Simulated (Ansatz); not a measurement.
# CH3Si (doublet): B2PLYP, RPA-PBE over vertical spin and charge gaps and displaced geometries, cc-pVDZ

How well do these functionals follow the top wave-function level for CH3Si (doublet) over vertical spin and charge gaps and displaced geometries?

Program: Ansatz 0.2.0, Gaussian basis. Level of theory: cc-pVDZ, all electrons in the functionals, frozen cores in the correlation of double hybrids and RPA. These are calculated values, not measurements.

Plan: B2PLYP, RPA-PBE, at charge 0, doublet; charge 0, quartet; charge 1, singlet; charge 1, triplet; displaced geometry v1; displaced geometry v2.

21 further runs of the same task are left out: 7 that didn't finish, 14 set aside as unsound or not needed.

**1. The geometry**

The geometry is a PBE0/def2-TZVP stationary point (not a proven minimum).

5 atoms, charge 0, spin multiplicity 2.

Atoms are counted from 1 here; the program's logs count them from 0.

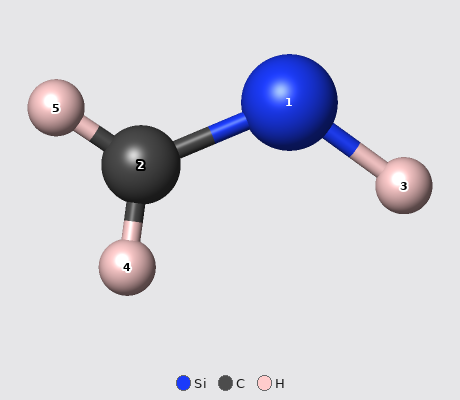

The geometry (silicon blue, carbon dark grey, hydrogen pink); atoms are numbered from 1 in the order of the file.

Geometry (Å):

```
Si    0.0000   -0.0890    0.5568
C     0.0000    0.0881   -1.1386
H     0.0000    1.0983    1.4676
H     0.0000    1.0786   -1.5870
H     0.0000   -0.7467   -1.8283
```

No dispersion term is added.

The geometry shown and the zero of energy belong to the point charge 0, doublet. The yardstick, RCCSDT(Q), and other wave-function levels (R restricted, U unrestricted, valence and pair active spaces) come from earlier runs.

**2. B2PLYP, charge 0, doublet**

in.yaml

```yaml
crystal:
  periodic: [false, false, false]
  atoms:
    - {symbol: Si, position_ang: [0.000000, -0.089015, 0.556798]}
    - {symbol: C, position_ang: [0.000000, 0.088130, -1.138555]}
    - {symbol: H, position_ang: [0.000000, 1.098328, 1.467598]}
    - {symbol: H, position_ang: [0.000000, 1.078590, -1.586971]}
    - {symbol: H, position_ang: [0.000000, -0.746740, -1.828263]}
basis:
  gaussian: {orbitals: cc-pVDZ}
magnetization: {spin_polarized: true, initial_magnetization: 1}
hamiltonian: {xc: {name: B2PLYP}}
correlation: {electrons: outside_noble_gas}
```

Started as:

```console
ansatz run in.yaml --threads 1 --pin off --events-out ev --progress --plain --max-ram 2393MiB
```

The log of the run:

```text
Functional definition: B2PLYP
  name "B2PLYP"
  cite "Grimme, J. Chem. Phys. 124, 034108 (2006) doi:10.1063/1.2148954"
  cite "Becke, Phys. Rev. A 38, 3098 (1988) doi:10.1103/PhysRevA.38.3098"
  cite "Lee, Yang & Parr, Phys. Rev. B 37, 785 (1988) doi:10.1103/PhysRevB.37.785"
  parameter a = 0.53
  parameter c = 0.27
  exchange = (1 - a)*b88_x + a*exact_x
  correlation = (1 - c)*lyp_c + c*(mp2_os + mp2_ss)
445 factors; integrals over basis functions are off by at most 1.3e-3 eV
mean field evaluation 1: about -8948.4219 eV, gradient 3.0e1 eV
mean field evaluation 2: about -8948.4586 eV, gradient 3.0e1 eV
mean field evaluation 4: about -8953.4434 eV, gradient 2.7e0 eV
mean field evaluation 8: about -8953.5382 eV, gradient 2.4e-1 eV
mean field evaluation 16: about -8953.5531 eV, gradient 3.4e-3 eV
mean field evaluation 32: about -8953.5515 eV, gradient 9.7e-2 eV
mean field -8953.55305551 eV, -329.0370058539 hartree, gradient 1.4e-6 eV, S^2 0.827052; 4 other end points of the search recorded, 0 dependent functions left out
6 core orbitals not correlated: weight in the atoms' cores, before any rotation towards them, 1.000 or more for the frozen orbitals, at most 0.000 for the correlated occupied ones
reference -8953.55318159 eV, -329.0370104870 hartree; 6, 5 occupied and 35, 36 virtual orbitals, 445 factors
second order -7.50940574 eV of doubles, -0.00000000 eV of singles
Total energy: -8955.58072114 eV, -329.1115211912 hartree
```

Run time: 3.9 s. Hardware: 1 thread of Arm Neoverse V1, shared host.

From the report: ⟨S²⟩ of the determinant 0.827 (pure doublet: 0.75).

**3. B2PLYP, charge 0, quartet**

Changes to in.yaml since step 2:

```diff
@@ -10,3 +10,3 @@
   gaussian: {orbitals: cc-pVDZ}
-magnetization: {spin_polarized: true, initial_magnetization: 1}
+magnetization: {spin_polarized: true, initial_magnetization: 3}
 hamiltonian: {xc: {name: B2PLYP}}
```

The command is unchanged.

The log of the run, shortened:

```text
Functional definition: B2PLYP
  name "B2PLYP"
  cite "Grimme, J. Chem. Phys. 124, 034108 (2006) doi:10.1063/1.2148954"
  cite "Becke, Phys. Rev. A 38, 3098 (1988) doi:10.1103/PhysRevA.38.3098"
  cite "Lee, Yang & Parr, Phys. Rev. B 37, 785 (1988) doi:10.1103/PhysRevB.37.785"
[...]
445 factors; integrals over basis functions are off by at most 1.3e-3 eV
[...]
mean field -8951.40130575 eV, -328.9579305085 hartree, gradient 4.5e-6 eV, S^2 3.756998; 0 other end points of the search recorded, 0 dependent functions left out
6 core orbitals not correlated: weight in the atoms' cores, before any rotation towards them, 1.000 or more for the frozen orbitals, at most 0.000 for the correlated occupied ones
reference -8951.40142884 eV, -328.9579350322 hartree; 7, 4 occupied and 34, 37 virtual orbitals, 445 factors
second order -5.97367151 eV of doubles, -0.00000000 eV of singles
Total energy: -8953.01432015 eV, -329.0172076945 hartree
```

It took 1.7 s on 1 thread of Arm Neoverse V1, shared host.

From the report: ⟨S²⟩ of the determinant 3.757 (pure quartet: 3.75).

From charge 0, doublet: +59.2 kcal/mol.

**4. B2PLYP, charge 1, singlet**

Changes to in.yaml since step 3:

```diff
@@ -10,3 +10,4 @@
   gaussian: {orbitals: cc-pVDZ}
-magnetization: {spin_polarized: true, initial_magnetization: 3}
+total_charge: 1
+magnetization: {spin_polarized: true, initial_magnetization: 0}
 hamiltonian: {xc: {name: B2PLYP}}
```

The command is unchanged.

The log of the run, shortened:

```text
Functional definition: B2PLYP
  name "B2PLYP"
  cite "Grimme, J. Chem. Phys. 124, 034108 (2006) doi:10.1063/1.2148954"
  cite "Becke, Phys. Rev. A 38, 3098 (1988) doi:10.1103/PhysRevA.38.3098"
  cite "Lee, Yang & Parr, Phys. Rev. B 37, 785 (1988) doi:10.1103/PhysRevB.37.785"
[...]
445 factors; integrals over basis functions are off by at most 1.3e-3 eV
[...]
mean field -8945.23999897 eV, -328.7315066606 hartree, gradient 1.5e-6 eV, S^2 1.007366; 7 other end points of the search recorded, 0 dependent functions left out
6 core orbitals not correlated: weight in the atoms' cores, before any rotation towards them, 1.000 or more for the frozen orbitals, at most 0.000 for the correlated occupied ones
reference -8945.24011661 eV, -328.7315109840 hartree; 5, 5 occupied and 36, 36 virtual orbitals, 445 factors
second order -5.76607669 eV of doubles, -0.00000000 eV of singles
Total energy: -8946.79695732 eV, -328.7887238246 hartree
```

It took 8.5 s on 1 thread of Arm Neoverse V1, shared host.

From the report: ⟨S²⟩ of the determinant 1.007 (pure singlet: 0.00). The determinant is far from a pure spin state, so its energy mixes those of several spin states (harmless only where they are near-degenerate, as at dissociation).

From charge 0, doublet: +202.6 kcal/mol.

**5. B2PLYP, charge 1, triplet**

Changes to in.yaml since step 4:

```diff
@@ -11,3 +11,3 @@
 total_charge: 1
-magnetization: {spin_polarized: true, initial_magnetization: 0}
+magnetization: {spin_polarized: true, initial_magnetization: 2}
 hamiltonian: {xc: {name: B2PLYP}}
```

The command is unchanged.

The log of the run, shortened:

```text
Functional definition: B2PLYP
  name "B2PLYP"
  cite "Grimme, J. Chem. Phys. 124, 034108 (2006) doi:10.1063/1.2148954"
  cite "Becke, Phys. Rev. A 38, 3098 (1988) doi:10.1103/PhysRevA.38.3098"
  cite "Lee, Yang & Parr, Phys. Rev. B 37, 785 (1988) doi:10.1103/PhysRevB.37.785"
[...]
445 factors; integrals over basis functions are off by at most 1.3e-3 eV
[...]
mean field -8945.35910977 eV, -328.7358839018 hartree, gradient 4.9e-6 eV, S^2 2.004540; 0 other end points of the search recorded, 0 dependent functions left out
6 core orbitals not correlated: weight in the atoms' cores, before any rotation towards them, 1.000 or more for the frozen orbitals, at most 0.000 for the correlated occupied ones
reference -8945.35922730 eV, -328.7358882210 hartree; 6, 4 occupied and 35, 37 virtual orbitals, 445 factors
second order -5.80847009 eV of doubles, -0.00000000 eV of singles
Total energy: -8946.92751422 eV, -328.7935217024 hartree
```

Wall time 1.7 s (1 thread of Arm Neoverse V1, shared host).

From the report: ⟨S²⟩ of the determinant 2.005 (pure triplet: 2.00).

From charge 0, doublet: +199.5 kcal/mol.

**6. B2PLYP, displaced geometry v1**

in.yaml

```yaml
crystal:
  periodic: [false, false, false]
  atoms:
    - {symbol: Si, position_ang: [0.002723, -0.084988, 0.563485]}
    - {symbol: C, position_ang: [0.001889, 0.076015, -1.143021]}
    - {symbol: H, position_ang: [0.049853, 1.145523, 1.420519]}
    - {symbol: H, position_ang: [-0.052923, 1.062971, -1.604248]}
    - {symbol: H, position_ang: [-0.095308, -0.746180, -1.897029]}
basis:
  gaussian: {orbitals: cc-pVDZ}
magnetization: {spin_polarized: true, initial_magnetization: 1}
hamiltonian: {xc: {name: B2PLYP}}
correlation: {electrons: outside_noble_gas}
```

Same command.

The log of the run, shortened:

```text
Functional definition: B2PLYP
  name "B2PLYP"
  cite "Grimme, J. Chem. Phys. 124, 034108 (2006) doi:10.1063/1.2148954"
  cite "Becke, Phys. Rev. A 38, 3098 (1988) doi:10.1103/PhysRevA.38.3098"
  cite "Lee, Yang & Parr, Phys. Rev. B 37, 785 (1988) doi:10.1103/PhysRevB.37.785"
[...]
445 factors; integrals over basis functions are off by at most 1.3e-3 eV
[...]
mean field -8953.51828586 eV, -329.0357280927 hartree, gradient 6.7e-6 eV, S^2 0.839076; 3 other end points of the search recorded, 0 dependent functions left out
6 core orbitals not correlated: weight in the atoms' cores, before any rotation towards them, 1.000 or more for the frozen orbitals, at most 0.000 for the correlated occupied ones
reference -8953.51841254 eV, -329.0357327481 hartree; 6, 5 occupied and 35, 36 virtual orbitals, 445 factors
second order -7.53209830 eV of doubles, -0.00000000 eV of singles
Total energy: -8955.55207908 eV, -329.1104686150 hartree
```

Run time: 3.2 s. Hardware: 1 thread of Arm Neoverse V1, shared host.

From the report: ⟨S²⟩ of the determinant 0.839 (pure doublet: 0.75).

From charge 0, doublet: +0.7 kcal/mol.

**7. B2PLYP, displaced geometry v2**

in.yaml

```yaml
crystal:
  periodic: [false, false, false]
  atoms:
    - {symbol: Si, position_ang: [0.050637, -0.086630, 0.554883]}
    - {symbol: C, position_ang: [-0.114237, 0.098889, -1.128877]}
    - {symbol: H, position_ang: [-0.037617, 1.076663, 1.469096]}
    - {symbol: H, position_ang: [0.045492, 1.001655, -1.567259]}
    - {symbol: H, position_ang: [-0.057567, -0.842808, -1.911434]}
basis:
  gaussian: {orbitals: cc-pVDZ}
magnetization: {spin_polarized: true, initial_magnetization: 1}
hamiltonian: {xc: {name: B2PLYP}}
correlation: {electrons: outside_noble_gas}
```

Launched as before.

The log of the run, shortened:

```text
Functional definition: B2PLYP
  name "B2PLYP"
  cite "Grimme, J. Chem. Phys. 124, 034108 (2006) doi:10.1063/1.2148954"
  cite "Becke, Phys. Rev. A 38, 3098 (1988) doi:10.1103/PhysRevA.38.3098"
  cite "Lee, Yang & Parr, Phys. Rev. B 37, 785 (1988) doi:10.1103/PhysRevB.37.785"
[...]
445 factors; integrals over basis functions are off by at most 1.4e-3 eV
[...]
mean field -8953.12380808 eV, -329.0212313016 hartree, gradient 3.6e-6 eV, S^2 0.808478; 3 other end points of the search recorded, 0 dependent functions left out
6 core orbitals not correlated: weight in the atoms' cores, before any rotation towards them, 1.000 or more for the frozen orbitals, at most 0.000 for the correlated occupied ones
reference -8953.12393283 eV, -329.0212358863 hartree; 6, 5 occupied and 35, 36 virtual orbitals, 445 factors
second order -7.62316789 eV of doubles, -0.00000000 eV of singles
Total energy: -8955.18218816 eV, -329.0968753745 hartree
```

It took 4 s on 1 thread of Arm Neoverse V1, shared host.

From the report: ⟨S²⟩ of the determinant 0.808 (pure doublet: 0.75).

From charge 0, doublet: +9.2 kcal/mol.

**8. RPA-PBE, charge 0, doublet**

in.yaml

```yaml
crystal:
  periodic: [false, false, false]
  atoms:
    - {symbol: Si, position_ang: [0.000000, -0.089015, 0.556798]}
    - {symbol: C, position_ang: [0.000000, 0.088130, -1.138555]}
    - {symbol: H, position_ang: [0.000000, 1.098328, 1.467598]}
    - {symbol: H, position_ang: [0.000000, 1.078590, -1.586971]}
    - {symbol: H, position_ang: [0.000000, -0.746740, -1.828263]}
basis:
  gaussian: {orbitals: cc-pVDZ}
magnetization: {spin_polarized: true, initial_magnetization: 1}
hamiltonian: {xc: {name: PBE}}
correlation: {method: rpa, electrons: outside_noble_gas}
```

The command is unchanged.

The log of the run, shortened:

```text
Functional definition: PBE
  name "PBE"
  cite "Perdew, Burke & Ernzerhof, Phys. Rev. Lett. 77, 3865 (1996) doi:10.1103/PhysRevLett.77.3865"
  parent pbe
[...]
445 factors; integrals over basis functions are off by at most 1.3e-3 eV
[...]
mean field -8954.75427665 eV, -329.0811499164 hartree, gradient 1.4e-6 eV, S^2 0.763821; 3 other end points of the search recorded, 0 dependent functions left out
6 core orbitals not correlated: weight in the atoms' cores, before any rotation towards them, 1.000 or more for the frozen orbitals, at most 0.000 for the correlated occupied ones
reference -8936.85526341 eV, -328.4233733123 hartree; 6, 5 occupied and 35, 36 virtual orbitals, 445 factors
Total energy: -8947.76948079 eV, -328.8244634030 hartree
```

Run time: 3.4 s. Hardware: 1 thread of Arm Neoverse V1, shared host.

From the report: ⟨S²⟩ of the determinant 0.764 (pure doublet: 0.75).

**9. RPA-PBE, charge 0, quartet**

Changes to in.yaml since step 8:

```diff
@@ -10,3 +10,3 @@
   gaussian: {orbitals: cc-pVDZ}
-magnetization: {spin_polarized: true, initial_magnetization: 1}
+magnetization: {spin_polarized: true, initial_magnetization: 3}
 hamiltonian: {xc: {name: PBE}}
```

Same command.

The log of the run, shortened:

```text
Functional definition: PBE
  name "PBE"
  cite "Perdew, Burke & Ernzerhof, Phys. Rev. Lett. 77, 3865 (1996) doi:10.1103/PhysRevLett.77.3865"
  parent pbe
[...]
445 factors; integrals over basis functions are off by at most 1.3e-3 eV
[...]
mean field -8952.13220199 eV, -328.9847904498 hartree, gradient 3.3e-6 eV, S^2 3.754729; 0 other end points of the search recorded, 0 dependent functions left out
6 core orbitals not correlated: weight in the atoms' cores, before any rotation towards them, 1.000 or more for the frozen orbitals, at most 0.000 for the correlated occupied ones
reference -8935.61192887 eV, -328.3776816106 hartree; 7, 4 occupied and 34, 37 virtual orbitals, 445 factors
Total energy: -8945.12166984 eV, -328.7271581452 hartree
```

Run time: 1.4 s. Hardware: 1 thread of Arm Neoverse V1, shared host.

From the report: ⟨S²⟩ of the determinant 3.755 (pure quartet: 3.75).

From charge 0, doublet: +61.1 kcal/mol.

**10. RPA-PBE, charge 1, singlet**

Changes to in.yaml since step 9:

```diff
@@ -10,3 +10,4 @@
   gaussian: {orbitals: cc-pVDZ}
-magnetization: {spin_polarized: true, initial_magnetization: 3}
+total_charge: 1
+magnetization: {spin_polarized: true, initial_magnetization: 0}
 hamiltonian: {xc: {name: PBE}}
```

The command is unchanged.

The log of the run, shortened:

```text
Functional definition: PBE
  name "PBE"
  cite "Perdew, Burke & Ernzerhof, Phys. Rev. Lett. 77, 3865 (1996) doi:10.1103/PhysRevLett.77.3865"
  parent pbe
[...]
445 factors; integrals over basis functions are off by at most 1.3e-3 eV
[...]
mean field -8945.76157600 eV, -328.7506742632 hartree, gradient 1.7e-6 eV, S^2 0.881937; 12 other end points of the search recorded, 0 dependent functions left out
6 core orbitals not correlated: weight in the atoms' cores, before any rotation towards them, 1.000 or more for the frozen orbitals, at most 0.000 for the correlated occupied ones
reference -8928.98870554 eV, -328.1342826428 hartree; 5, 5 occupied and 36, 36 virtual orbitals, 445 factors
Total energy: -8938.83497875 eV, -328.4961265091 hartree
```

Run time: 13 s. Hardware: 1 thread of Arm Neoverse V1, shared host.

From the report: ⟨S²⟩ of the determinant 0.882 (pure singlet: 0.00). The determinant is far from a pure spin state, so its energy mixes those of several spin states (harmless only where they are near-degenerate, as at dissociation).

From charge 0, doublet: +206.0 kcal/mol.

**11. RPA-PBE, charge 1, triplet**

Changes to in.yaml since step 10:

```diff
@@ -11,3 +11,3 @@
 total_charge: 1
-magnetization: {spin_polarized: true, initial_magnetization: 0}
+magnetization: {spin_polarized: true, initial_magnetization: 2}
 hamiltonian: {xc: {name: PBE}}
```

Launched as before.

The log of the run, shortened:

```text
Functional definition: PBE
  name "PBE"
  cite "Perdew, Burke & Ernzerhof, Phys. Rev. Lett. 77, 3865 (1996) doi:10.1103/PhysRevLett.77.3865"
  parent pbe
[...]
445 factors; integrals over basis functions are off by at most 1.3e-3 eV
[...]
mean field -8945.89655723 eV, -328.7556347317 hartree, gradient 9.5e-6 eV, S^2 2.002420; 1 other end points of the search recorded, 0 dependent functions left out
6 core orbitals not correlated: weight in the atoms' cores, before any rotation towards them, 1.000 or more for the frozen orbitals, at most 0.000 for the correlated occupied ones
reference -8929.61407575 eV, -328.1572645742 hartree; 6, 4 occupied and 35, 37 virtual orbitals, 445 factors
Total energy: -8938.97213358 eV, -328.5011668562 hartree
```

Run time: 1.8 s. Hardware: 1 thread of Arm Neoverse V1, shared host.

From the report: ⟨S²⟩ of the determinant 2.002 (pure triplet: 2.00).

From charge 0, doublet: +202.9 kcal/mol.

**12. RPA-PBE, displaced geometry v1**

in.yaml

```yaml
crystal:
  periodic: [false, false, false]
  atoms:
    - {symbol: Si, position_ang: [0.002723, -0.084988, 0.563485]}
    - {symbol: C, position_ang: [0.001889, 0.076015, -1.143021]}
    - {symbol: H, position_ang: [0.049853, 1.145523, 1.420519]}
    - {symbol: H, position_ang: [-0.052923, 1.062971, -1.604248]}
    - {symbol: H, position_ang: [-0.095308, -0.746180, -1.897029]}
basis:
  gaussian: {orbitals: cc-pVDZ}
magnetization: {spin_polarized: true, initial_magnetization: 1}
hamiltonian: {xc: {name: PBE}}
correlation: {method: rpa, electrons: outside_noble_gas}
```

Launched as before.

The log of the run, shortened:

```text
Functional definition: PBE
  name "PBE"
  cite "Perdew, Burke & Ernzerhof, Phys. Rev. Lett. 77, 3865 (1996) doi:10.1103/PhysRevLett.77.3865"
  parent pbe
[...]
445 factors; integrals over basis functions are off by at most 1.3e-3 eV
[...]
mean field -8954.74752020 eV, -329.0809016214 hartree, gradient 7.0e-6 eV, S^2 0.764344; 1 other end points of the search recorded, 0 dependent functions left out
6 core orbitals not correlated: weight in the atoms' cores, before any rotation towards them, 1.000 or more for the frozen orbitals, at most 0.000 for the correlated occupied ones
reference -8936.79920937 eV, -328.4213133642 hartree; 6, 5 occupied and 35, 36 virtual orbitals, 445 factors
Total energy: -8947.77197129 eV, -328.8245549271 hartree
```

Run time: 2.2 s. Hardware: 1 thread of Arm Neoverse V1, shared host.

From the report: ⟨S²⟩ of the determinant 0.764 (pure doublet: 0.75).

From charge 0, doublet: -0.1 kcal/mol.

**13. RPA-PBE, displaced geometry v2**

in.yaml

```yaml
crystal:
  periodic: [false, false, false]
  atoms:
    - {symbol: Si, position_ang: [0.050637, -0.086630, 0.554883]}
    - {symbol: C, position_ang: [-0.114237, 0.098889, -1.128877]}
    - {symbol: H, position_ang: [-0.037617, 1.076663, 1.469096]}
    - {symbol: H, position_ang: [0.045492, 1.001655, -1.567259]}
    - {symbol: H, position_ang: [-0.057567, -0.842808, -1.911434]}
basis:
  gaussian: {orbitals: cc-pVDZ}
magnetization: {spin_polarized: true, initial_magnetization: 1}
hamiltonian: {xc: {name: PBE}}
correlation: {method: rpa, electrons: outside_noble_gas}
```

Launched as before.

The log of the run, shortened:

```text
Functional definition: PBE
  name "PBE"
  cite "Perdew, Burke & Ernzerhof, Phys. Rev. Lett. 77, 3865 (1996) doi:10.1103/PhysRevLett.77.3865"
  parent pbe
[...]
445 factors; integrals over basis functions are off by at most 1.4e-3 eV
[...]
mean field -8954.37203146 eV, -329.0671026646 hartree, gradient 9.8e-6 eV, S^2 0.759553; 4 other end points of the search recorded, 0 dependent functions left out
6 core orbitals not correlated: weight in the atoms' cores, before any rotation towards them, 1.000 or more for the frozen orbitals, at most 0.000 for the correlated occupied ones
reference -8936.38479869 eV, -328.4060840527 hartree; 6, 5 occupied and 35, 36 virtual orbitals, 445 factors
Total energy: -8947.38868464 eV, -328.8104694027 hartree
```

Run time: 2.7 s. Hardware: 1 thread of Arm Neoverse V1, shared host.

From the report: ⟨S²⟩ of the determinant 0.760 (pure doublet: 0.75).

From charge 0, doublet: +8.8 kcal/mol.

**14. The comparison**

The yardstick is RCCSDT(Q), where the cluster series has nearly closed. It comes from earlier runs at the same points. Energies in kcal/mol, counted from charge 0, doublet; blanks weren't run or aren't comparable.

```
    level  doublet to quartet  ionisation to the singlet cation  ionisation to the triplet cation  displacement v1  displacement v2
RCCSDT(Q)                59.4                                                               200.9              0.2              9.2
   B2PLYP                59.2                             202.6                             199.5              0.7              9.2
  RPA-PBE                61.1                             206.0                             202.9             -0.1              8.8
```

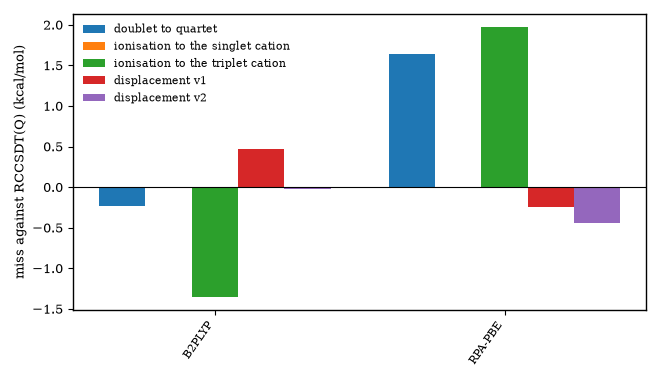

Misses of the gaps against RCCSDT(Q).

Largest miss and mean time a point (RCCSDT(Q) took 45 s a point; shared hosts):

```
  level  largest miss (kcal/mol)                             where  time a point
 B2PLYP                     -1.4  ionisation to the triplet cation         3.9 s
RPA-PBE                     +2.0  ionisation to the triplet cation           4 s
```

**15. Summary of results**

| quantity | value |
| --- | --- |
| doublet to quartet, RCCSDT(Q) | 59.4 kcal/mol |
| ionisation to the triplet cation, RCCSDT(Q) | 200.9 kcal/mol |
| displacement v1, RCCSDT(Q) | 0.2 kcal/mol |
| displacement v2, RCCSDT(Q) | 9.2 kcal/mol |
| largest miss, B2PLYP | -1.4 kcal/mol (ionisation to the triplet cation) |
| largest miss, RPA-PBE | +2.0 kcal/mol (ionisation to the triplet cation) |

**Reading.** Misses are known at 4 of 5 points at best, and only functionals with that many are ranked. Of the functionals, B2PLYP keep the smallest largest miss at the points compared (at most 1.4 kcal/mol) and RPA-PBE strays most (2.0 kcal/mol, at ionisation to the triplet cation). B2PLYP, RPA-PBE clearly break the spin symmetry at some points (⟨S²⟩ up to 1.01 above the pure value), so energy there is bought with a mixed spin. Functionals and the yardstick converge differently with the basis, so part of each miss in cc-pVDZ is the basis.
